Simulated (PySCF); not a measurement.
**F2H4SSi2: electronic excitations**

What electronic excitations should F2H4SSi2 (`F[SiH2]S[SiH2]F`) show?

Programs: PySCF 2.14.0, with density-fitted response routines of our own. Each step states its level of theory. These are calculated values for one molecule in the gas phase, unless marked as measured. Atoms count from 0, in the outputs and in this text.

**1. Starting geometry**

9 atoms, charge 0, multiplicity 1; geometry from: GFN2-xTB.

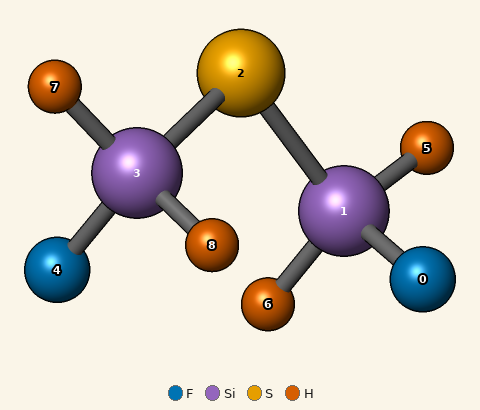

The starting geometry (fluorine blue, silicon purple, sulfur amber, hydrogen orange), atoms numbered.

**2. Ultraviolet spectrum: CAM-B3LYP/def2-SVPD**

Job settings and geometry (Å):

```
{"job": {"kind": "uv", "xc": "CAM-B3LYP", "basis": "def2-SVPD", "nstates": 8, "ntriplets": 3}, "charge": 0, "multiplicity": 1}
F     -1.788655     0.708465     1.083129
Si    -1.644199    -0.165836    -0.259393
S      0.085926    -1.410206    -0.054243
Si     1.656714     0.012396     0.249337
F      1.690670     0.989808    -1.027765
H     -2.765657    -1.072886    -0.304825
H     -1.490172     0.812483    -1.313455
H      2.877494    -0.756967     0.232913
H      1.391440     0.888736     1.369123
```

Method: TDDFT CAM-B3LYP/def2-SVPD, vertical, gas phase, core orbitals frozen in the response.

Command:

```
$ OMP_NUM_THREADS=1 python probes_run.py task.json out
```

One launch serves the whole session: the jobs run in the order shown.

Log:

```text
coarse grid: 9528 points
cycle   1  E = -1178.7291924070  dE =  2.708e-01  |g| = 7.265e-01  |ddm| = 3.383e+00
cycle   2  E = -1178.6838485229  dE =  4.534e-02  |g| = 9.681e-01  |ddm| = 1.518e+00
cycle   3  E = -1178.8329965781  dE = -1.491e-01  |g| = 6.442e-02  |ddm| = 6.876e-01
cycle   4  E = -1178.8339764515  dE = -9.799e-04  |g| = 2.227e-02  |ddm| = 1.376e-01
cycle   5  E = -1178.8341272754  dE = -1.508e-04  |g| = 4.077e-03  |ddm| = 4.376e-02
cycle   6  E = -1178.8341329641  dE = -5.689e-06  |g| = 6.236e-04  |ddm| = 1.057e-02
final grid: 80296 points
cycle   7  E = -1178.9628741016  dE = -6.481e-06  |g| = 1.342e-03  |ddm| = 1.766e-02
cycle   8  E = -1178.9628740106  dE =  9.098e-08  |g| = 1.659e-03  |ddm| = 2.481e-03
cycle   9  E = -1178.9628744419  dE = -4.312e-07  |g| = 8.828e-05  |ddm| = 1.144e-03
cycle  10  E = -1178.9628744442  dE = -2.314e-09  |g| = 3.853e-05  |ddm| = 2.608e-04
cycle  11  E = -1178.9628744447  dE = -5.180e-10  |g| = 4.686e-06  |ddm| = 6.772e-05
converged SCF energy = -1178.9628744447

Static polarisability (au): isotropic 70.309, principal 58.963 66.716 85.248

Singlet excitations
state   eV       nm        f      main configurations
  1   6.2363    198.8   0.03390   H->L 0.94
  2   6.9471    178.5   0.00401   H->L+2 0.77, H->L+9 0.13
  3   6.9762    177.7   0.02735   H->L+1 0.95
  4   7.2413    171.2   0.00773   H-1->L 0.94
  5   7.7567    159.8   0.02348   H->L+3 0.52, H->L+6 0.24
  6   7.8266    158.4   0.00032   H->L+4 0.66, H-1->L+1 0.10
  7   8.0128    154.7   0.04696   H-2->L 0.76, H-1->L+2 0.11
  8   8.1147    152.8   0.07804   H-1->L+1 0.67, H->L+5 0.15, H->L+4 0.09

Triplet excitations (Tamm-Dancoff, eV): 5.8602 6.5346 6.6144
```

Wall time 35 s (1 thread of Intel Xeon at 2.50GHz, shared host); peak memory 0.69 GiB.

The orbitals next to the gap, with their largest atomic shares:

| orbital | eV | atoms |
| --- | --- | --- |
| HOMO−3 | -12.00 | Si1 15 %, F0 14 %, Si3 14 % |
| HOMO−2 | -11.24 | S2 32 %, Si3 17 %, Si1 17 % |
| HOMO−1 | -10.48 | S2 59 %, Si3 10 %, Si1 10 % |
| HOMO | -9.40 | S2 75 %, Si1 8 %, Si3 8 % |
| LUMO | 0.16 | Si3 24 %, Si1 24 %, S2 16 % |
| LUMO+1 | 0.87 | S2 33 %, Si3 18 %, Si1 18 % |
| LUMO+2 | 1.04 | S2 48 %, Si3 11 %, Si1 11 % |

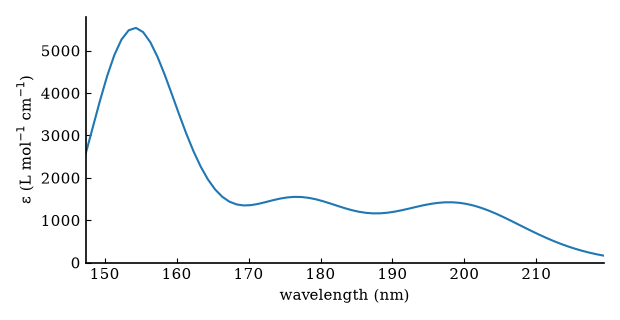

Absorption spectrum: each of the 8 states is a Gaussian band of 0.4 eV half-width at 1/e. Beyond the last state computed it falls off for lack of states.

Further results of this job:

| property | computed |
| --- | --- |
| dipole moment (D) | 0.55 |
| polarisability (Å³) | 10.42 |
| HOMO–LUMO gap (eV) | 9.57 |
| −ε(HOMO) (eV) | 9.40 |

**3. Outcome**

| quantity | value |
| --- | --- |
| lowest singlet (CAM-B3LYP/def2-SVPD) | 6.24 eV (199 nm), f = 0.034 |
| brightest single state of those computed | state 8, 8.11 eV, f = 0.078 |
| lowest triplet | 5.86 eV |

The lowest singlet, at 6.24 eV, is HOMO→LUMO 0.94 and is weak; of the 8 states computed, the strongest absorption comes from state 8 at 8.11 eV (the last computed, so partners may be missing). The lowest triplet lies 0.38 eV below the lowest singlet (triplets in Tamm-Dancoff, singlets in full TDDFT).
